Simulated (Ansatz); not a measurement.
# SiPH₃ (singlet): B2PLYP, PBE-QIDH, RPA-PBE over vertical spin and charge gaps and displaced geometries, cc-pVDZ

Aim: run SiPH₃ (singlet) with these functionals over vertical spin and charge gaps and displaced geometries, and hold them against the top wave-function level at the same points.

Program: Ansatz 0.2.0, Gaussian basis. Level of theory: cc-pVDZ, all electrons in the functionals, frozen cores in the correlation of double hybrids and RPA. These are calculated values, not measurements.

The runs, in order: B2PLYP, PBE-QIDH, RPA-PBE, at charge 0, singlet; charge 0, triplet; charge 1, doublet; displaced geometry v1; displaced geometry v2 (not every functional at every point).

12 further runs of the same task are left out: 3 that didn't finish, 9 set aside as unsound or not needed. Runs told in other sessions of the task aren't counted.

## 1. What is computed

The geometry is a PBE0/def2-TZVP stationary point (not a proven minimum).

5 atoms, charge 0, spin multiplicity 1.

Atoms are counted from 1 here; the program's logs count them from 0.

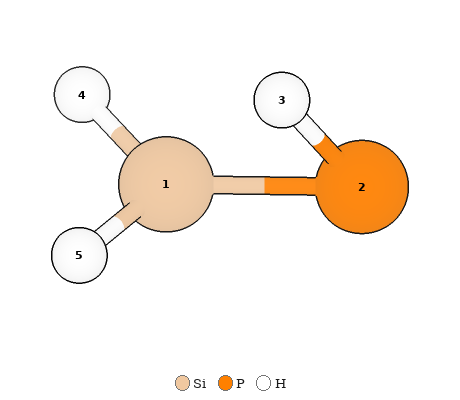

The geometry (silicon light orange, phosphorus orange, hydrogen white); atoms are numbered from 1 in the order of the file.

No dispersion term is added.

The geometry shown and the zero of energy belong to the point charge 0, singlet. The yardstick, RCCSDT(Q), and other wave-function levels (R restricted, U unrestricted, valence and pair active spaces) come from earlier runs.

## 2. B2PLYP, charge 0, singlet

Input file in.yaml:

```yaml
crystal:
  periodic: [false, false, false]
  atoms:
    - {symbol: Si, position_ang: [-0.028171, 0.000000, 1.017664]}
    - {symbol: P, position_ang: [-0.021527, 0.000000, -1.041584]}
    - {symbol: H, position_ang: [1.262650, 0.000001, -0.186858]}
    - {symbol: H, position_ang: [0.091917, 1.187655, 1.919027]}
    - {symbol: H, position_ang: [0.091918, -1.187654, 1.919027]}
basis:
  gaussian: {orbitals: cc-pVDZ}
hamiltonian: {xc: {name: B2PLYP}}
correlation: {electrons: outside_noble_gas}
```

Launch:

```sh
ansatz run in.yaml --threads 1 --pin off --events-out ev --progress --plain --max-ram 2393MiB
```

Output:

```text
Functional definition: B2PLYP
  name "B2PLYP"
  cite "Grimme, J. Chem. Phys. 124, 034108 (2006) doi:10.1063/1.2148954"
  cite "Becke, Phys. Rev. A 38, 3098 (1988) doi:10.1103/PhysRevA.38.3098"
  cite "Lee, Yang & Parr, Phys. Rev. B 37, 785 (1988) doi:10.1103/PhysRevB.37.785"
  parameter a = 0.53
  parameter c = 0.27
  exchange = (1 - a)*b88_x + a*exact_x
  correlation = (1 - c)*lyp_c + c*(mp2_os + mp2_ss)
505 factors; integrals over basis functions are off by at most 1.2e-3 eV
mean field evaluation 1: about -17202.9454 eV, gradient 1.2e1 eV
mean field evaluation 2: about -17202.9464 eV, gradient 1.2e1 eV
mean field evaluation 4: about -17203.4905 eV, gradient 1.4e0 eV
mean field evaluation 8: about -17203.5004 eV, gradient 2.0e-2 eV
mean field evaluation 16: about -17203.5004 eV, gradient 7.1e-6 eV
mean field -17203.50044686 eV, -632.2169804708 hartree, gradient 7.1e-6 eV, S^2 0.000000; 0 other end points of the search recorded, 0 dependent functions left out
10 core orbitals not correlated: weight in the atoms' cores, before any rotation towards them, 1.000 or more for the frozen orbitals, at most 0.000 for the correlated occupied ones
reference -17203.50058111 eV, -632.2169854043 hartree; 6, 6 occupied and 35, 35 virtual orbitals, 505 factors
second order -7.43776578 eV of doubles, -0.00000000 eV of singles
Total energy: -17205.50877787 eV, -632.2907852740 hartree
```

Run time: 1.4 s. Hardware: 1 thread of Arm Neoverse V1, shared host.

## 3. B2PLYP, charge 0, triplet

in.yaml: that of step 2 with these lines changed.

```diff
@@ -10,2 +10,3 @@
   gaussian: {orbitals: cc-pVDZ}
+magnetization: {spin_polarized: true, initial_magnetization: 2}
 hamiltonian: {xc: {name: B2PLYP}}
```

Same command.

Output (excerpt; [...] marks lines left out):

```text
Functional definition: B2PLYP
  name "B2PLYP"
  cite "Grimme, J. Chem. Phys. 124, 034108 (2006) doi:10.1063/1.2148954"
  cite "Becke, Phys. Rev. A 38, 3098 (1988) doi:10.1103/PhysRevA.38.3098"
  cite "Lee, Yang & Parr, Phys. Rev. B 37, 785 (1988) doi:10.1103/PhysRevB.37.785"
[...]
505 factors; integrals over basis functions are off by at most 1.2e-3 eV
[...]
mean field -17202.17250970 eV, -632.1681796802 hartree, gradient 4.4e-6 eV, S^2 2.020569; 0 other end points of the search recorded, 0 dependent functions left out
10 core orbitals not correlated: weight in the atoms' cores, before any rotation towards them, 1.000 or more for the frozen orbitals, at most 0.000 for the correlated occupied ones
reference -17202.17264630 eV, -632.1681847002 hartree; 7, 5 occupied and 34, 36 virtual orbitals, 505 factors
second order -6.92628142 eV of doubles, -0.00000000 eV of singles
Total energy: -17204.04274229 eV, -632.2369094600 hartree
```

Run time: 2 s. Hardware: 1 thread of Arm Neoverse V1, shared host.

From the report: ⟨S²⟩ of the determinant 2.021 (pure triplet: 2.00).

From charge 0, singlet: +141.5 kJ/mol.

## 4. B2PLYP, charge 1, doublet

in.yaml: that of step 3 with these lines changed.

```diff
@@ -10,3 +10,4 @@
   gaussian: {orbitals: cc-pVDZ}
-magnetization: {spin_polarized: true, initial_magnetization: 2}
+total_charge: 1
+magnetization: {spin_polarized: true, initial_magnetization: 1}
 hamiltonian: {xc: {name: B2PLYP}}
```

The command is unchanged.

Output (excerpt; [...] marks lines left out):

```text
Functional definition: B2PLYP
  name "B2PLYP"
  cite "Grimme, J. Chem. Phys. 124, 034108 (2006) doi:10.1063/1.2148954"
  cite "Becke, Phys. Rev. A 38, 3098 (1988) doi:10.1103/PhysRevA.38.3098"
  cite "Lee, Yang & Parr, Phys. Rev. B 37, 785 (1988) doi:10.1103/PhysRevB.37.785"
[...]
505 factors; integrals over basis functions are off by at most 1.2e-3 eV
[...]
mean field -17195.99420989 eV, -631.9411313498 hartree, gradient 4.2e-6 eV, S^2 0.758107; 0 other end points of the search recorded, 0 dependent functions left out
10 core orbitals not correlated: weight in the atoms' cores, before any rotation towards them, 1.000 or more for the frozen orbitals, at most 0.000 for the correlated occupied ones
reference -17195.99433603 eV, -631.9411359854 hartree; 6, 5 occupied and 35, 36 virtual orbitals, 505 factors
second order -6.34237073 eV of doubles, -0.00000000 eV of singles
Total energy: -17197.70677612 eV, -632.0040669982 hartree
```

Wall time 2 s (1 thread of Arm Neoverse V1, shared host).

From the report: ⟨S²⟩ of the determinant 0.758 (pure doublet: 0.75).

From charge 0, singlet: +752.8 kJ/mol.

## 5. B2PLYP, displaced geometry v1

Input file in.yaml:

```yaml
crystal:
  periodic: [false, false, false]
  atoms:
    - {symbol: Si, position_ang: [-0.026026, 0.007728, 1.025715]}
    - {symbol: P, position_ang: [-0.020215, -0.008414, -1.044686]}
    - {symbol: H, position_ang: [1.311926, 0.050897, -0.232573]}
    - {symbol: H, position_ang: [0.038416, 1.175735, 1.903114]}
    - {symbol: H, position_ang: [-0.003967, -1.183394, 1.851625]}
basis:
  gaussian: {orbitals: cc-pVDZ}
hamiltonian: {xc: {name: B2PLYP}}
correlation: {electrons: outside_noble_gas}
```

Launched as before.

Output (excerpt; [...] marks lines left out):

```text
Functional definition: B2PLYP
  name "B2PLYP"
  cite "Grimme, J. Chem. Phys. 124, 034108 (2006) doi:10.1063/1.2148954"
  cite "Becke, Phys. Rev. A 38, 3098 (1988) doi:10.1103/PhysRevA.38.3098"
  cite "Lee, Yang & Parr, Phys. Rev. B 37, 785 (1988) doi:10.1103/PhysRevB.37.785"
[...]
505 factors; integrals over basis functions are off by at most 1.1e-3 eV
[...]
mean field -17203.45511284 eV, -632.2153144763 hartree, gradient 5.1e-6 eV, S^2 0.000000; 0 other end points of the search recorded, 0 dependent functions left out
10 core orbitals not correlated: weight in the atoms' cores, before any rotation towards them, 1.000 or more for the frozen orbitals, at most 0.000 for the correlated occupied ones
reference -17203.45524855 eV, -632.2153194634 hartree; 6, 6 occupied and 35, 35 virtual orbitals, 505 factors
second order -7.41592878 eV of doubles, -0.00000000 eV of singles
Total energy: -17205.45754932 eV, -632.2889026596 hartree
```

Wall time 1.4 s (1 thread of Arm Neoverse V1, shared host).

From charge 0, singlet: +4.9 kJ/mol.

## 6. B2PLYP, displaced geometry v2

Input file in.yaml:

```yaml
crystal:
  periodic: [false, false, false]
  atoms:
    - {symbol: Si, position_ang: [0.057359, -0.000901, 1.012792]}
    - {symbol: P, position_ang: [-0.100871, 0.007473, -1.034862]}
    - {symbol: H, position_ang: [1.259926, -0.024950, -0.188316]}
    - {symbol: H, position_ang: [0.172302, 1.107433, 1.935783]}
    - {symbol: H, position_ang: [0.069244, -1.287009, 1.832900]}
basis:
  gaussian: {orbitals: cc-pVDZ}
hamiltonian: {xc: {name: B2PLYP}}
correlation: {electrons: outside_noble_gas}
```

Launched as before.

Output (excerpt; [...] marks lines left out):

```text
Functional definition: B2PLYP
  name "B2PLYP"
  cite "Grimme, J. Chem. Phys. 124, 034108 (2006) doi:10.1063/1.2148954"
  cite "Becke, Phys. Rev. A 38, 3098 (1988) doi:10.1103/PhysRevA.38.3098"
  cite "Lee, Yang & Parr, Phys. Rev. B 37, 785 (1988) doi:10.1103/PhysRevB.37.785"
[...]
505 factors; integrals over basis functions are off by at most 1.2e-3 eV
[...]
mean field -17203.43178116 eV, -632.2144570529 hartree, gradient 5.6e-6 eV, S^2 0.000000; 0 other end points of the search recorded, 0 dependent functions left out
10 core orbitals not correlated: weight in the atoms' cores, before any rotation towards them, 1.000 or more for the frozen orbitals, at most 0.000 for the correlated occupied ones
reference -17203.43191592 eV, -632.2144620052 hartree; 6, 6 occupied and 35, 35 virtual orbitals, 505 factors
second order -7.40901544 eV of doubles, -0.00000000 eV of singles
Total energy: -17205.43235009 eV, -632.2879766050 hartree
```

It took 1.4 s on 1 thread of Arm Neoverse V1, shared host.

From charge 0, singlet: +7.4 kJ/mol.

## 7. PBE-QIDH, charge 0, singlet

Input file in.yaml:

```yaml
crystal:
  periodic: [false, false, false]
  atoms:
    - {symbol: Si, position_ang: [-0.028171, 0.000000, 1.017664]}
    - {symbol: P, position_ang: [-0.021527, 0.000000, -1.041584]}
    - {symbol: H, position_ang: [1.262650, 0.000001, -0.186858]}
    - {symbol: H, position_ang: [0.091917, 1.187655, 1.919027]}
    - {symbol: H, position_ang: [0.091918, -1.187654, 1.919027]}
basis:
  gaussian: {orbitals: cc-pVDZ}
hamiltonian: {xc: {name: PBE-QIDH}}
correlation: {electrons: outside_noble_gas}
```

The command is unchanged.

Output (excerpt; [...] marks lines left out):

```text
Functional definition: PBE-QIDH
  name "PBE-QIDH"
  cite "Brémond, Sancho-García, Pérez-Jiménez & Adamo, J. Chem. Phys. 141, 031101 (2014) doi:10.1063/1.4890314"
  cite "Perdew, Burke & Ernzerhof, Phys. Rev. Lett. 77, 3865 (1996) doi:10.1103/PhysRevLett.77.3865"
[...]
505 factors; integrals over basis functions are off by at most 1.2e-3 eV
[...]
mean field -17198.32866444 eV, -632.0269209722 hartree, gradient 1.7e-6 eV, S^2 0.000000; 0 other end points of the search recorded, 0 dependent functions left out
10 core orbitals not correlated: weight in the atoms' cores, before any rotation towards them, 1.000 or more for the frozen orbitals, at most 0.000 for the correlated occupied ones
reference -17198.32867336 eV, -632.0269212999 hartree; 6, 6 occupied and 35, 35 virtual orbitals, 505 factors
second order -6.81221780 eV of doubles, -0.00000000 eV of singles
Total energy: -17200.59941262 eV, -632.1103694288 hartree
```

It took 1.4 s on 1 thread of Arm Neoverse V1, shared host.

## 8. PBE-QIDH, charge 0, triplet

in.yaml: that of step 7 with these lines changed.

```diff
@@ -10,2 +10,3 @@
   gaussian: {orbitals: cc-pVDZ}
+magnetization: {spin_polarized: true, initial_magnetization: 2}
 hamiltonian: {xc: {name: PBE-QIDH}}
```

Same command.

Output (excerpt; [...] marks lines left out):

```text
Functional definition: PBE-QIDH
  name "PBE-QIDH"
  cite "Brémond, Sancho-García, Pérez-Jiménez & Adamo, J. Chem. Phys. 141, 031101 (2014) doi:10.1063/1.4890314"
  cite "Perdew, Burke & Ernzerhof, Phys. Rev. Lett. 77, 3865 (1996) doi:10.1103/PhysRevLett.77.3865"
[...]
505 factors; integrals over basis functions are off by at most 1.2e-3 eV
[...]
mean field -17197.07184817 eV, -631.9807338262 hartree, gradient 5.5e-6 eV, S^2 2.028962; 0 other end points of the search recorded, 0 dependent functions left out
10 core orbitals not correlated: weight in the atoms' cores, before any rotation towards them, 1.000 or more for the frozen orbitals, at most 0.000 for the correlated occupied ones
reference -17197.07185755 eV, -631.9807341710 hartree; 7, 5 occupied and 34, 36 virtual orbitals, 505 factors
second order -6.32060245 eV of doubles, -0.00000000 eV of singles
Total energy: -17199.17872503 eV, -632.0581601229 hartree
```

Run time: 2.2 s. Hardware: 1 thread of Arm Neoverse V1, shared host.

From the report: ⟨S²⟩ of the determinant 2.029 (pure triplet: 2.00).

From charge 0, singlet: +137.1 kJ/mol.

## 9. RPA-PBE, charge 0, singlet

in.yaml: that of step 8 with these lines changed.

```diff
@@ -10,4 +10,3 @@
   gaussian: {orbitals: cc-pVDZ}
-magnetization: {spin_polarized: true, initial_magnetization: 2}
-hamiltonian: {xc: {name: PBE-QIDH}}
-correlation: {electrons: outside_noble_gas}
+hamiltonian: {xc: {name: PBE}}
+correlation: {method: rpa, electrons: outside_noble_gas}
```

The command is unchanged.

Output (excerpt; [...] marks lines left out):

```text
Functional definition: PBE
  name "PBE"
  cite "Perdew, Burke & Ernzerhof, Phys. Rev. Lett. 77, 3865 (1996) doi:10.1103/PhysRevLett.77.3865"
  parent pbe
[...]
505 factors; integrals over basis functions are off by at most 1.2e-3 eV
[...]
mean field -17204.25678739 eV, -632.2447754724 hartree, gradient 1.8e-6 eV, S^2 0.000000; 4 other end points of the search recorded, 0 dependent functions left out
10 core orbitals not correlated: weight in the atoms' cores, before any rotation towards them, 1.000 or more for the frozen orbitals, at most 0.000 for the correlated occupied ones
reference -17178.74353727 eV, -631.3071808241 hartree; 6, 6 occupied and 35, 35 virtual orbitals, 505 factors
Total energy: -17189.83373274 eV, -631.7147379905 hartree
```

Run time: 2.6 s. Hardware: 1 thread of Arm Neoverse V1, shared host.

## 10. RPA-PBE, charge 0, triplet

in.yaml: that of step 9 with these lines changed.

```diff
@@ -10,2 +10,3 @@
   gaussian: {orbitals: cc-pVDZ}
+magnetization: {spin_polarized: true, initial_magnetization: 2}
 hamiltonian: {xc: {name: PBE}}
```

Launched as before.

Output (excerpt; [...] marks lines left out):

```text
Functional definition: PBE
  name "PBE"
  cite "Perdew, Burke & Ernzerhof, Phys. Rev. Lett. 77, 3865 (1996) doi:10.1103/PhysRevLett.77.3865"
  parent pbe
[...]
505 factors; integrals over basis functions are off by at most 1.2e-3 eV
[...]
mean field -17202.99080873 eV, -632.1982516147 hartree, gradient 5.2e-6 eV, S^2 2.006820; 0 other end points of the search recorded, 0 dependent functions left out
10 core orbitals not correlated: weight in the atoms' cores, before any rotation towards them, 1.000 or more for the frozen orbitals, at most 0.000 for the correlated occupied ones
reference -17177.55696409 eV, -631.2635750640 hartree; 7, 5 occupied and 34, 36 virtual orbitals, 505 factors
Total energy: -17188.32614031 eV, -631.6593349904 hartree
```

It took 1.8 s on 1 thread of Arm Neoverse V1, shared host.

From the report: ⟨S²⟩ of the determinant 2.007 (pure triplet: 2.00).

From charge 0, singlet: +145.5 kJ/mol.

## 11. RPA-PBE, charge 1, doublet

in.yaml: that of step 10 with these lines changed.

```diff
@@ -10,3 +10,4 @@
   gaussian: {orbitals: cc-pVDZ}
-magnetization: {spin_polarized: true, initial_magnetization: 2}
+total_charge: 1
+magnetization: {spin_polarized: true, initial_magnetization: 1}
 hamiltonian: {xc: {name: PBE}}
```

Same command.

Output (excerpt; [...] marks lines left out):

```text
Functional definition: PBE
  name "PBE"
  cite "Perdew, Burke & Ernzerhof, Phys. Rev. Lett. 77, 3865 (1996) doi:10.1103/PhysRevLett.77.3865"
  parent pbe
[...]
505 factors; integrals over basis functions are off by at most 1.2e-3 eV
[...]
mean field -17196.35520990 eV, -631.9543978556 hartree, gradient 3.6e-6 eV, S^2 0.754308; 0 other end points of the search recorded, 0 dependent functions left out
10 core orbitals not correlated: weight in the atoms' cores, before any rotation towards them, 1.000 or more for the frozen orbitals, at most 0.000 for the correlated occupied ones
reference -17171.81112052 eV, -631.0524192075 hartree; 6, 5 occupied and 35, 36 virtual orbitals, 505 factors
Total energy: -17181.96294418 eV, -631.4254918459 hartree
```

It took 1.8 s on 1 thread of Arm Neoverse V1, shared host.

From the report: ⟨S²⟩ of the determinant 0.754 (pure doublet: 0.75).

From charge 0, singlet: +759.4 kJ/mol.

## 12. RPA-PBE, displaced geometry v1

Input file in.yaml:

```yaml
crystal:
  periodic: [false, false, false]
  atoms:
    - {symbol: Si, position_ang: [-0.026026, 0.007728, 1.025715]}
    - {symbol: P, position_ang: [-0.020215, -0.008414, -1.044686]}
    - {symbol: H, position_ang: [1.311926, 0.050897, -0.232573]}
    - {symbol: H, position_ang: [0.038416, 1.175735, 1.903114]}
    - {symbol: H, position_ang: [-0.003967, -1.183394, 1.851625]}
basis:
  gaussian: {orbitals: cc-pVDZ}
hamiltonian: {xc: {name: PBE}}
correlation: {method: rpa, electrons: outside_noble_gas}
```

The command is unchanged.

Output (excerpt; [...] marks lines left out):

```text
Functional definition: PBE
  name "PBE"
  cite "Perdew, Burke & Ernzerhof, Phys. Rev. Lett. 77, 3865 (1996) doi:10.1103/PhysRevLett.77.3865"
  parent pbe
[...]
505 factors; integrals over basis functions are off by at most 1.1e-3 eV
[...]
mean field -17204.18652773 eV, -632.2421934776 hartree, gradient 9.5e-6 eV, S^2 0.000000; 2 other end points of the search recorded, 0 dependent functions left out
10 core orbitals not correlated: weight in the atoms' cores, before any rotation towards them, 1.000 or more for the frozen orbitals, at most 0.000 for the correlated occupied ones
reference -17178.71042531 eV, -631.3059639820 hartree; 6, 6 occupied and 35, 35 virtual orbitals, 505 factors
Total energy: -17189.77416486 eV, -631.7125489113 hartree
```

Wall time 1.7 s (1 thread of Arm Neoverse V1, shared host).

From charge 0, singlet: +5.7 kJ/mol.

## 13. RPA-PBE, displaced geometry v2

Input file in.yaml:

```yaml
crystal:
  periodic: [false, false, false]
  atoms:
    - {symbol: Si, position_ang: [0.057359, -0.000901, 1.012792]}
    - {symbol: P, position_ang: [-0.100871, 0.007473, -1.034862]}
    - {symbol: H, position_ang: [1.259926, -0.024950, -0.188316]}
    - {symbol: H, position_ang: [0.172302, 1.107433, 1.935783]}
    - {symbol: H, position_ang: [0.069244, -1.287009, 1.832900]}
basis:
  gaussian: {orbitals: cc-pVDZ}
hamiltonian: {xc: {name: PBE}}
correlation: {method: rpa, electrons: outside_noble_gas}
```

Same command.

Output (excerpt; [...] marks lines left out):

```text
Functional definition: PBE
  name "PBE"
  cite "Perdew, Burke & Ernzerhof, Phys. Rev. Lett. 77, 3865 (1996) doi:10.1103/PhysRevLett.77.3865"
  parent pbe
[...]
505 factors; integrals over basis functions are off by at most 1.2e-3 eV
[...]
mean field -17204.17155211 eV, -632.2416431338 hartree, gradient 5.0e-6 eV, S^2 0.000000; 1 other end points of the search recorded, 0 dependent functions left out
10 core orbitals not correlated: weight in the atoms' cores, before any rotation towards them, 1.000 or more for the frozen orbitals, at most 0.000 for the correlated occupied ones
reference -17178.68051007 eV, -631.3048646174 hartree; 6, 6 occupied and 35, 35 virtual orbitals, 505 factors
Total energy: -17189.76424821 eV, -631.7121844809 hartree
```

Wall time 1.5 s (1 thread of Arm Neoverse V1, shared host).

From charge 0, singlet: +6.7 kJ/mol.

## 14. The comparison

The yardstick is RCCSDT(Q), where the cluster series has nearly closed. It comes from earlier runs at the same points. Energies in kJ/mol, counted from charge 0, singlet; blanks weren't run or aren't comparable.

```csv
level,singlet to triplet,ionisation to the doublet cation,displacement v1,displacement v2
RCCSDT(Q),141.9,741.8,5.5,6.9
B2PLYP,141.5,752.8,4.9,7.4
PBE-QIDH,137.1,,,
RPA-PBE,145.5,759.4,5.7,6.7
```

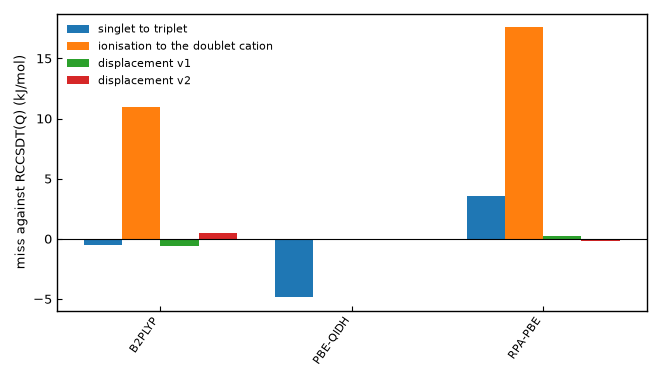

Misses of the gaps against RCCSDT(Q).

Largest miss and mean time a point (RCCSDT(Q) took 24 s a point; shared hosts):

```csv
level,largest miss (kJ/mol),where,time a point
B2PLYP,+11.0,ionisation to the doublet cation,1.6 s
PBE-QIDH,-4.8,singlet to triplet,1.8 s
RPA-PBE,+17.6,ionisation to the doublet cation,1.9 s
```

## 15. Results

```
                                   quantity                                            value
              singlet to triplet, RCCSDT(Q)                                     141.9 kJ/mol
ionisation to the doublet cation, RCCSDT(Q)                                     741.8 kJ/mol
                 displacement v1, RCCSDT(Q)                                       5.5 kJ/mol
                 displacement v2, RCCSDT(Q)                                       6.9 kJ/mol
                       largest miss, B2PLYP  +11.0 kJ/mol (ionisation to the doublet cation)
                     largest miss, PBE-QIDH                 -4.8 kJ/mol (singlet to triplet)
                      largest miss, RPA-PBE  +17.6 kJ/mol (ionisation to the doublet cation)
```

What this shows: Misses are known at 4 of 4 points at best, and only functionals with that many are ranked. Of the functionals, B2PLYP keep the smallest largest miss at the points compared (at most 11.0 kJ/mol) and RPA-PBE strays most (17.6 kJ/mol, at ionisation to the doublet cation). Functionals and the yardstick converge differently with the basis, so part of each miss in cc-pVDZ is the basis.
